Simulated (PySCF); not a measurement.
SMILES Oc1ccc([SiH3])s1 (C4H6OSSi) at its GFN2-xTB optimised geometry (Å):

```
13

O     -1.4093    -2.9087    -0.0002
C     -0.6104    -1.8229     0.0000
C      0.7503    -1.8229     0.0000
C      1.2806    -0.5151     0.0000
C      0.3528     0.4814     0.0001
Si     0.5889     2.3378    -0.0045
S     -1.2506    -0.2060     0.0001
H     -2.3371    -2.6482    -0.0001
H      1.3369    -2.7223    -0.0002
H      2.3371    -0.3126     0.0001
H      2.0312     2.5752     0.0054
H     -0.0304     2.8997    -1.2070
H     -0.0487     2.9087     1.1841
```

Computed with PySCF with B3LYP/def2-TZVP. Cells within 0.4 Å of a nucleus heavier than hydrogen are left out (blank, or x).

Map of the electron localisation function on the plane z = 0.0 Å:

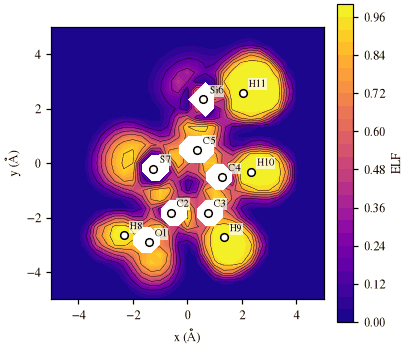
Figure: Electron localisation function on the plane z = 0.0 Å.
